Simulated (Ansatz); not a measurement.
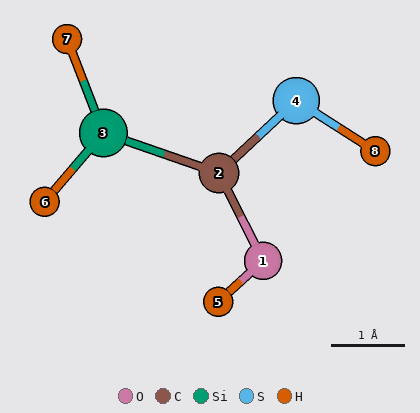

The input geometry (ball-and-stick view, seen at a tilt; atoms are numbered from 1 in the order of the input). Bond lengths as drawn: C–O 1.39 Å, C–S 1.78 Å, C–Si 1.77 Å, H–O 0.96 Å, H–S 1.33 Å and H–Si 1.44 to 1.45 Å.

Geometry relaxation, with input and output: CH$_{4}$OSSi

System: CH$_{4}$OSSi, SMILES OC(=[SiH2])S.
Method: RKS B3LYP/STO-3G (Ansatz 0.2.0).

It belongs to a series of runs on one base structure; here: end point A relaxed. Figures and captions count atoms from 1; the log counts them from 0 in places.

Input:
```yaml
crystal:
  periodic: [false, false, false]
  atoms:
    - { symbol: O, position_ang: [-1.19391, 0.42943, -0.87246] }
    - { symbol: C, position_ang: [-0.22768, -0.2122, -0.1134] }
    - { symbol: Si, position_ang: [1.24481, 0.50401, 0.55519] }
    - { symbol: S, position_ang: [-0.6703, -1.91011, 0.15557] }
    - { symbol: H, position_ang: [-0.90216, 1.32027, -1.0842] }
    - { symbol: H, position_ang: [1.53831, 1.87525, 0.18154] }
    - { symbol: H, position_ang: [2.15804, -0.28993, 1.33622] }
    - { symbol: H, position_ang: [-1.94712, -1.71672, -0.15846] }
basis:
  gaussian: { orbitals: STO-3G }
hamiltonian:
  xc: b3lyp
relax:
  f_tol: 0.015
  max_steps: 40
output:
  orbitals: {}
```

Hardware: 1 thread of Arm Neoverse N1, 24 GiB of memory available, shared host.

Launch command:
```bash
ansatz run input.yaml --threads 1 --pin off --max-ram 2048MiB --backend cpu --events-out ev --progress --plain --runs-dir out
```

Output:
```
The last accepted step is kept in [file] (removed where the run ends without a failure and the disk answers)
Engine: ansatz 0.2.0, aarch64-unknown-linux-gnu
Functional definition: B3LYP
  parameter a0 = 0.2
  parameter ax = 0.72
  parameter ac = 0.81
  exchange = (1 - a0 - ax)*slater_x + ax*b88_x + a0*exact_x
  correlation = (1 - ac)*vwn_rpa_c + ac*lyp_c
431 factors; integrals over basis functions are off by at most 8.6e-6 eV
mean field evaluation 1: about -21605.5854 eV, gradient 1.5e1 eV
mean field evaluation 2: about -21603.6279 eV, gradient 2.7e1 eV
mean field evaluation 4: about -21606.4393 eV, gradient 2.1e0 eV
mean field evaluation 8: about -21606.4297 eV, gradient 1.2e-1 eV
mean field -21606.42977359 eV, -794.0216488153 hartree, gradient 1.3e-5 eV, S^2 0.000000; 0 other end points of the search recorded, 0 dependent functions left out
the calculation of the forces begins
reference -21606.42994780 eV, -794.0216552174 hartree; 24, 24 occupied and 8, 8 virtual orbitals, 431 factors
relax step   1: F+E_penalty+E_count = -21606.42977359 eV  Δ(F+E_penalty+E_count) = +0.000e0 eV  max|allowed force component| = 3.293e0 eV/Å  Δτ_max = 0.0000 Å  (23 SCF iters, accepted)
these checks for a lower state are left out or cut short: starts, cluster_reference, orbital_swaps, neighbouring_geometries, increment
431 factors; integrals over basis functions are off by at most 1.0e-5 eV
mean field evaluation 16: about -21606.6145 eV, gradient 3.9e0 eV
mean field -21606.70405228 eV, -794.0317283712 hartree, gradient 2.2e-5 eV, S^2 0.000000; 0 other end points of the search recorded, 0 dependent functions left out
the calculation of the forces begins
reference -21606.70422548 eV, -794.0317347363 hartree; 24, 24 occupied and 8, 8 virtual orbitals, 431 factors
relax step   2: F+E_penalty+E_count = -21606.70405228 eV  Δ(F+E_penalty+E_count) = -2.743e-1 eV  max|allowed force component| = 1.336e0 eV/Å  Δτ_max = 0.0729 Å  (26 SCF iters, accepted)
these checks for a lower state are left out or cut short: starts, cluster_reference, orbital_swaps, neighbouring_geometries, increment
431 factors; integrals over basis functions are off by at most 2.1e-5 eV
mean field -21606.87724362 eV, -794.0380930357 hartree, gradient 1.4e-5 eV, S^2 0.000000; 0 other end points of the search recorded, 0 dependent functions left out
the calculation of the forces begins
reference -21606.87741694 eV, -794.0380994050 hartree; 24, 24 occupied and 8, 8 virtual orbitals, 431 factors
relax step   3: F+E_penalty+E_count = -21606.87724362 eV  Δ(F+E_penalty+E_count) = -1.732e-1 eV  max|allowed force component| = 9.135e-1 eV/Å  Δτ_max = 0.1965 Å  (34 SCF iters, accepted)
these checks for a lower state are left out or cut short: starts, cluster_reference, orbital_swaps, neighbouring_geometries, increment
432 factors; integrals over basis functions are off by at most 2.1e-5 eV
mean field evaluation 32: about -21606.9713 eV, gradient 3.8e-1 eV
mean field -21606.94869887 eV, -794.0407189676 hartree, gradient 1.6e-5 eV, S^2 0.000000; 0 other end points of the search recorded, 0 dependent functions left out
the calculation of the forces begins
reference -21606.94887129 eV, -794.0407253040 hartree; 24, 24 occupied and 8, 8 virtual orbitals, 432 factors
relax step   4: F+E_penalty+E_count = -21606.94869887 eV  Δ(F+E_penalty+E_count) = -7.146e-2 eV  max|allowed force component| = 1.885e0 eV/Å  Δτ_max = 0.1961 Å  (34 SCF iters, accepted)
these checks for a lower state are left out or cut short: starts, cluster_reference, orbital_swaps, neighbouring_geometries, increment
431 factors; integrals over basis functions are off by at most 2.9e-5 eV
mean field -21607.00891268 eV, -794.0429317842 hartree, gradient 1.6e-5 eV, S^2 0.000000; 0 other end points of the search recorded, 0 dependent functions left out
the calculation of the forces begins
reference -21607.00908447 eV, -794.0429380973 hartree; 24, 24 occupied and 8, 8 virtual orbitals, 431 factors
relax step   5: F+E_penalty+E_count = -21607.00891268 eV  Δ(F+E_penalty+E_count) = -6.021e-2 eV  max|allowed force component| = 5.381e-1 eV/Å  Δτ_max = 0.0975 Å  (28 SCF iters, accepted)
these checks for a lower state are left out or cut short: starts, cluster_reference, orbital_swaps, neighbouring_geometries, increment
431 factors; integrals over basis functions are off by at most 3.5e-5 eV
mean field -21607.02128647 eV, -794.0433865128 hartree, gradient 7.3e-6 eV, S^2 0.000000; 0 other end points of the search recorded, 0 dependent functions left out
the calculation of the forces begins
reference -21607.02145902 eV, -794.0433928538 hartree; 24, 24 occupied and 8, 8 virtual orbitals, 431 factors
relax step   6: F+E_penalty+E_count = -21607.02128647 eV  Δ(F+E_penalty+E_count) = -1.237e-2 eV  max|allowed force component| = 5.755e-1 eV/Å  Δτ_max = 0.1307 Å  (27 SCF iters, accepted)
these checks for a lower state are left out or cut short: starts, cluster_reference, orbital_swaps, neighbouring_geometries, increment
432 factors; integrals over basis functions are off by at most 2.2e-5 eV
mean field -21607.05286972 eV, -794.0445471759 hartree, gradient 1.5e-5 eV, S^2 0.000000; 0 other end points of the search recorded, 0 dependent functions left out
the calculation of the forces begins
reference -21607.05304208 eV, -794.0445535098 hartree; 24, 24 occupied and 8, 8 virtual orbitals, 432 factors
relax step   7: F+E_penalty+E_count = -21607.05286972 eV  Δ(F+E_penalty+E_count) = -3.158e-2 eV  max|allowed force component| = 1.465e-1 eV/Å  Δτ_max = 0.0416 Å  (27 SCF iters, accepted)
these checks for a lower state are left out or cut short: starts, cluster_reference, orbital_swaps, neighbouring_geometries, increment
432 factors; integrals over basis functions are off by at most 2.3e-5 eV
mean field evaluation 64: about -21607.0547 eV, gradient 4.4e-4 eV
mean field -21607.05466892 eV, -794.0446132950 hartree, gradient 1.6e-5 eV, S^2 0.000000; 0 other end points of the search recorded, 0 dependent functions left out
the calculation of the forces begins
reference -21607.05484181 eV, -794.0446196487 hartree; 24, 24 occupied and 8, 8 virtual orbitals, 432 factors
relax step   8: F+E_penalty+E_count = -21607.05466892 eV  Δ(F+E_penalty+E_count) = -1.799e-3 eV  max|allowed force component| = 5.445e-2 eV/Å  Δτ_max = 0.0258 Å  (28 SCF iters, accepted)
these checks for a lower state are left out or cut short: starts, cluster_reference, orbital_swaps, neighbouring_geometries, increment
432 factors; integrals over basis functions are off by at most 2.3e-5 eV
mean field -21607.05494131 eV, -794.0446233055 hartree, gradient 1.6e-5 eV, S^2 0.000000; 0 other end points of the search recorded, 0 dependent functions left out
the calculation of the forces begins
reference -21607.05511441 eV, -794.0446296665 hartree; 24, 24 occupied and 8, 8 virtual orbitals, 432 factors
relax step   9: F+E_penalty+E_count = -21607.05494131 eV  Δ(F+E_penalty+E_count) = -2.724e-4 eV  max|allowed force component| = 1.059e-2 eV/Å  Δτ_max = 0.0108 Å  (29 SCF iters, accepted)
```

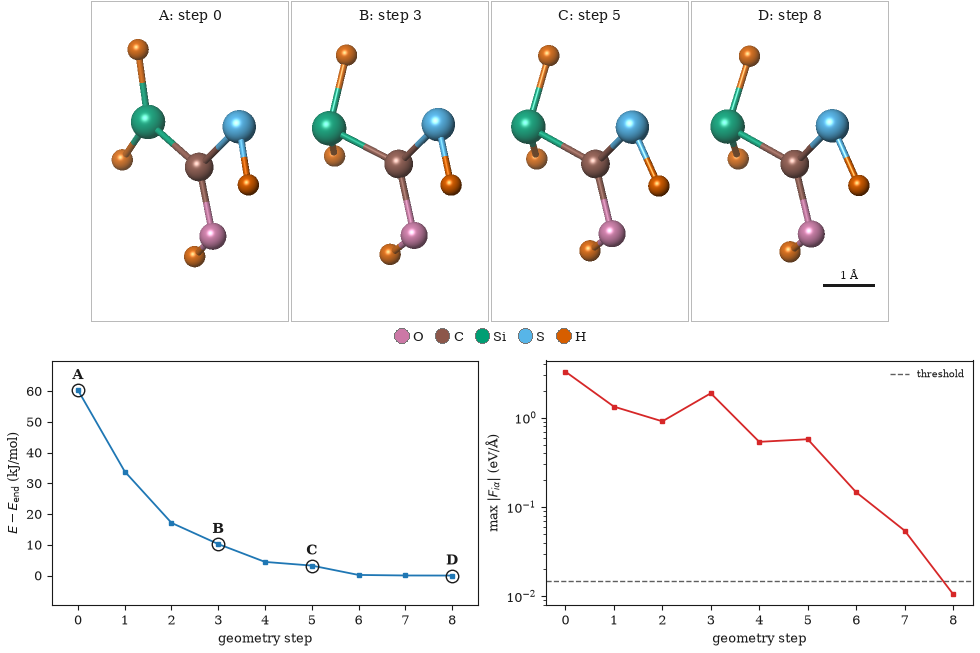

Frames of the relaxation (ball-and-stick view, seen at a tilt) above the curves, on which the letters mark them (the first geometry is step 0 here and step 1 in the log).

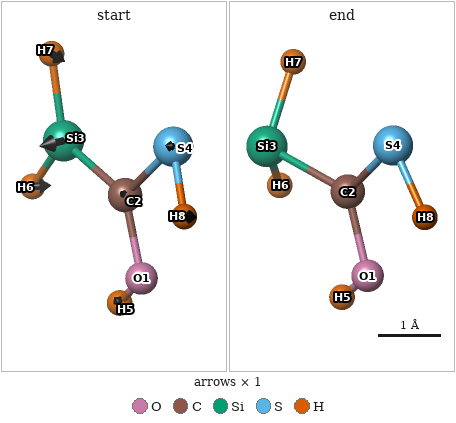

Before (left) and after (right) the relaxation, at one scale (ball-and-stick view, seen at a tilt). The black arrows give the displacements, at true length. After 8 geometry steps the energy has fallen by 60.3 kJ/mol. Largest force component: 3.3 eV/Å at the start, 0.011 eV/Å at the end. Si3 moves most after the best rigid fit: 0.45 Å. Largest moves by element: Si 0.45 Å, H 0.32 Å, S 0.15 Å, C 0.10 Å, O 0.05 Å. Among the contacts that change: O1–H5 0.961 → 1.027 Å, S4–H8 1.329 → 1.367 Å, C2–Si3 1.769 → 1.797 Å, O1–C2 1.386 → 1.410 Å. Among the angles that change: C2–Si3–H7 120.6° → 103.7°, H6–Si3–H7 122.2° → 105.5°, C2–Si3–H6 117.0° → 101.4°. (Atoms are counted from 1 in the order of the input.)

```
432 factors; integrals over basis functions are off by at most 2.3e-5 eV
mean field -21607.05494131 eV, -794.0446233055 hartree, gradient 1.6e-5 eV, S^2 0.000000; 1 other end points of the search recorded, 0 dependent functions left out
the calculation of the forces begins
reference -21607.05511441 eV, -794.0446296665 hartree; 24, 24 occupied and 8, 8 virtual orbitals, 432 factors
Total energy: -21607.05511441 eV, -794.0446296665 hartree
Atom 0 at    -1.164865     0.416774    -0.829621 Å, force    -0.000167    -0.010593     0.007118 eV/Å
Atom 1 at    -0.190533    -0.200426    -0.018350 Å, force     0.005639     0.002975    -0.003433 eV/Å
Atom 2 at     1.052613     0.685442     0.929448 Å, force    -0.000467    -0.003383     0.000762 eV/Å
Atom 3 at    -0.693957    -1.879221     0.297043 Å, force    -0.006348     0.002862    -0.002209 eV/Å
Atom 4 at    -0.785117     1.354687    -1.004079 Å, force     0.005221     0.005712    -0.001114 eV/Å
Atom 5 at     1.517691     1.664966    -0.047734 Å, force    -0.007089     0.002922    -0.003836 eV/Å
Atom 6 at     2.135470    -0.278187     1.061114 Å, force     0.000858    -0.001451     0.002029 eV/Å
Atom 7 at    -1.871314    -1.764034    -0.387821 Å, force     0.002353     0.000956     0.000684 eV/Å
Dipole moment:    -0.297218     0.060089    -0.175922 e Å
```

Trajectory as extended XYZ (Å, eV, eV/Å), 9 frames, from step=1 to step=9:
```
8
Properties=species:S:1:pos:R:3:forces:R:3 step=1 energy=-21606.42977
O    -1.1939    0.4294   -0.8725   -2.7549  -2.9635  -0.2891
C    -0.2277   -0.2122   -0.1134    3.0938   0.9344   1.4255
Si    1.2448    0.5040    0.5552   -1.6696  -0.3404  -0.5903
S    -0.6703   -1.9101    0.1556    0.8816  -0.7725   0.3427
H    -0.9022    1.3203   -1.0842    1.5211   3.2933  -0.4862
H     1.5383    1.8753    0.1815    0.0800  -0.3610   0.0409
H     2.1580   -0.2899    1.3362   -0.0021   0.0690  -0.1494
H    -1.9471   -1.7167   -0.1585   -1.1498   0.1409  -0.2940
8
Properties=species:S:1:pos:R:3:forces:R:3 step=2 energy=-21606.70405
O    -1.1907    0.4116   -0.8934   -1.0379  -0.2151  -0.4825
C    -0.2048   -0.2187   -0.1097    1.3358   0.2620   0.5424
Si    1.1904    0.5269    0.5980   -0.7220   0.0034   0.1914
S    -0.6645   -1.9235    0.1784    0.1834  -0.2634   0.0771
H    -0.8772    1.3665   -1.0457    0.3647   0.3556   0.0694
H     1.5528    1.8493    0.1456    0.0806  -0.1894  -0.1254
H     2.1531   -0.2772    1.3036    0.0540  -0.0134  -0.1922
H    -1.9593   -1.7349   -0.1769   -0.2585   0.0604  -0.0803
8
Properties=species:S:1:pos:R:3:forces:R:3 step=3 energy=-21606.87724
O    -1.1861    0.3960   -0.9254    0.4714   0.5985   0.3092
C    -0.1791   -0.2182   -0.1076   -0.6524  -0.5665  -0.6814
Si    1.0808    0.5858    0.7501    0.9135   0.8203   0.8091
S    -0.6511   -1.9299    0.1851   -0.1294   0.2731  -0.1203
H    -0.8602    1.3840   -1.0108   -0.1970  -0.7022  -0.0224
H     1.5845    1.7912    0.0774   -0.1976  -0.5341   0.0244
H     2.1665   -0.2763    1.2233   -0.3905   0.1549  -0.3452
H    -1.9552   -1.7325   -0.1920    0.1821  -0.0440   0.0265
8
Properties=species:S:1:pos:R:3:forces:R:3 step=4 energy=-21606.94870
O    -1.1846    0.4023   -0.8873    1.0748   0.5709   0.3282
C    -0.1486   -0.2124   -0.1047   -1.5756  -0.5447  -0.6691
Si    0.9972    0.6604    0.9110    1.8848   0.5855  -0.0317
S    -0.6314   -1.9209    0.1822   -0.0790   0.3706  -0.1176
H    -0.8262    1.3791   -1.0197   -0.3628  -0.8316   0.0632
H     1.5903    1.6971    0.0125   -0.5172  -0.4408   0.4523
H     2.1378   -0.2711    1.1222   -0.6884   0.3282  -0.0053
H    -1.9345   -1.7346   -0.2163    0.2633  -0.0380  -0.0200
8
Properties=species:S:1:pos:R:3:forces:R:3 step=5 energy=-21607.00891
O    -1.1849    0.4273   -0.8469    0.5206   0.3280   0.2034
C    -0.1991   -0.1891   -0.0245   -0.0746  -0.1500  -0.4732
Si    1.0535    0.6790    0.9101    0.1689   0.0182  -0.1048
S    -0.6289   -1.9166    0.1963   -0.2141   0.4765   0.0415
H    -0.7876    1.3690   -1.0453   -0.2579  -0.5381   0.1973
H     1.5384    1.7081   -0.0345   -0.0924  -0.4073   0.2845
H     2.1182   -0.3150    1.1201   -0.2411   0.3361  -0.1638
H    -1.9096   -1.7626   -0.2753    0.1906  -0.0633   0.0152
8
Properties=species:S:1:pos:R:3:forces:R:3 step=6 energy=-21607.02129
O    -1.1764    0.3923   -0.8309    0.3475   0.5691  -0.0484
C    -0.1713   -0.1960   -0.0378   -0.5222  -0.4604  -0.0260
Si    1.0597    0.6872    0.9113    0.1959   0.1014   0.0719
S    -0.7072   -1.8588    0.2835    0.4076  -0.5755   0.3713
H    -0.7886    1.3297   -0.9835   -0.2709   0.1904  -0.2591
H     1.5373    1.6972   -0.0379   -0.0360  -0.1698   0.0661
H     2.1376   -0.2830    1.0791   -0.0532   0.1167  -0.0625
H    -1.8911   -1.7685   -0.3837   -0.0687   0.2280  -0.1134
8
Properties=species:S:1:pos:R:3:forces:R:3 step=7 energy=-21607.05287
O    -1.1691    0.4101   -0.8393    0.1465   0.0860   0.0664
C    -0.1847   -0.2000   -0.0307   -0.1341  -0.1296  -0.0716
Si    1.0492    0.6810    0.9225    0.0555   0.0883   0.0375
S    -0.6766   -1.8847    0.2724   -0.0619   0.0004  -0.0056
H    -0.7907    1.3509   -1.0058   -0.0681   0.0010  -0.0370
H     1.5260    1.6727   -0.0367   -0.0098  -0.0125   0.0035
H     2.1310   -0.2794    1.0743    0.0071  -0.0103  -0.0079
H    -1.8851   -1.7506   -0.3567    0.0648  -0.0232   0.0147
8
Properties=species:S:1:pos:R:3:forces:R:3 step=8 energy=-21607.05467
O    -1.1671    0.4148   -0.8323    0.0415   0.0016   0.0237
C    -0.1882   -0.2008   -0.0239   -0.0239  -0.0081  -0.0034
Si    1.0523    0.6845    0.9262   -0.0130   0.0123   0.0093
S    -0.6879   -1.8809    0.2905   -0.0545   0.0077  -0.0288
H    -0.7888    1.3539   -1.0044   -0.0107   0.0079  -0.0118
H     1.5224    1.6681   -0.0440   -0.0034  -0.0020  -0.0082
H     2.1328   -0.2794    1.0665    0.0160  -0.0070  -0.0039
H    -1.8756   -1.7601   -0.3787    0.0480  -0.0124   0.0231
8
Properties=species:S:1:pos:R:3:forces:R:3 step=9 energy=-21607.05494
O    -1.1649    0.4168   -0.8296   -0.0002  -0.0106   0.0071
C    -0.1905   -0.2004   -0.0184    0.0056   0.0030  -0.0034
Si    1.0526    0.6854    0.9294   -0.0005  -0.0034   0.0008
S    -0.6940   -1.8792    0.2970   -0.0063   0.0029  -0.0022
H    -0.7851    1.3547   -1.0041    0.0052   0.0057  -0.0011
H     1.5177    1.6650   -0.0477   -0.0071   0.0029  -0.0038
H     2.1355   -0.2782    1.0611    0.0009  -0.0015   0.0020
H    -1.8713   -1.7640   -0.3878    0.0024   0.0010   0.0007
```

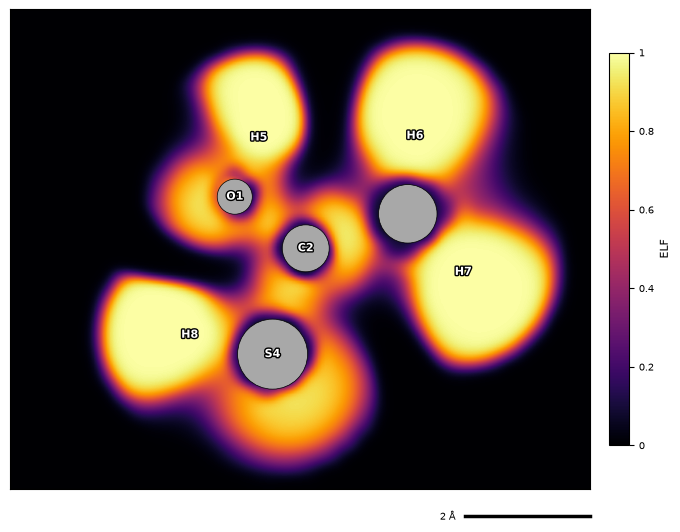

Electron localisation function on the plane of atoms C2, S4 and H8. Grey discs, where drawn, cover atomic cores. The plane passes through O, C, S and H nuclei. S–H (1.37 Å): the ELF climbs to about 1 towards the hydrogen.

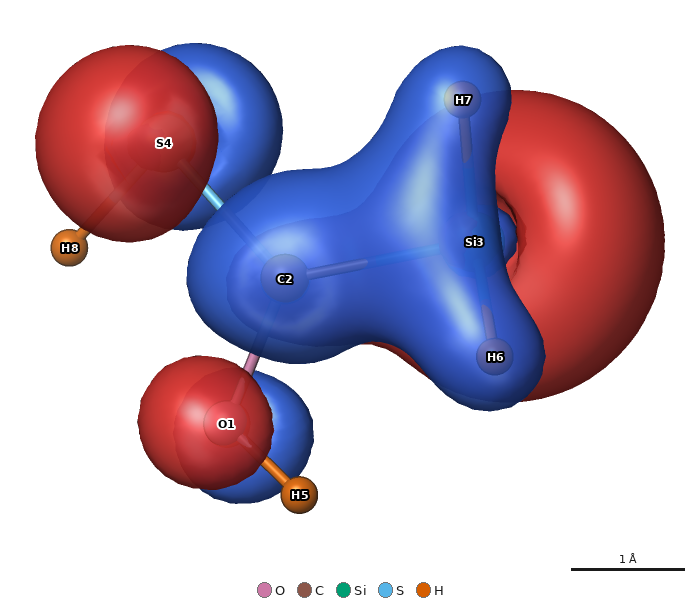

One frontier orbital at ±0.1 Å⁻³ᐟ² (red and blue are the two phases), seen at a tilt. The HOMO, at −2.25 eV. It lies mainly on Si3 (55 %), C2 (15 %), S4 (15 %) and O1 (10 %).

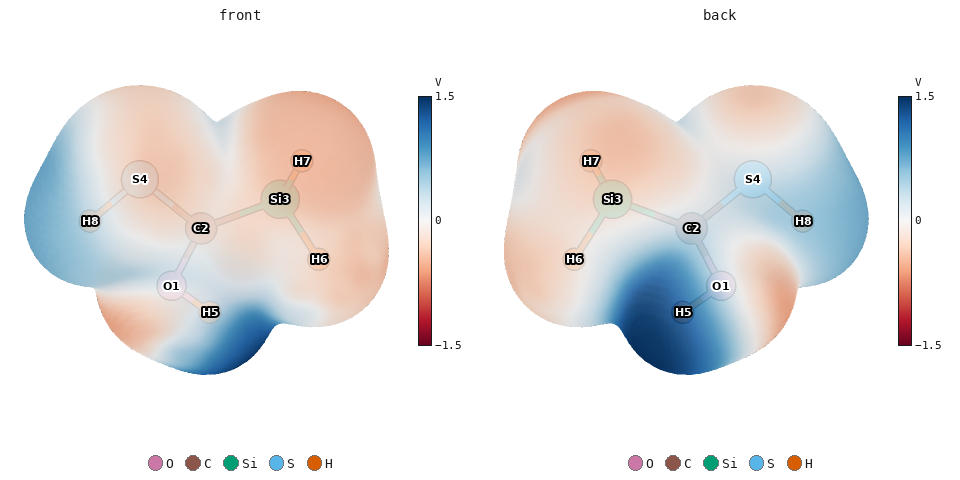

The molecular electrostatic potential painted on the density surface at 0.001 e/bohr³, seen at a tilt and from behind; red is negative and blue positive.

Key numbers:

- outcome: converged
- total energy: −21607.0551 eV
- mean-field energy: −21607.0551 eV
- largest force (length of the vector) at the end: 0.013 eV/Å
- wall time: 31 s
- peak memory: 0.14 GiB
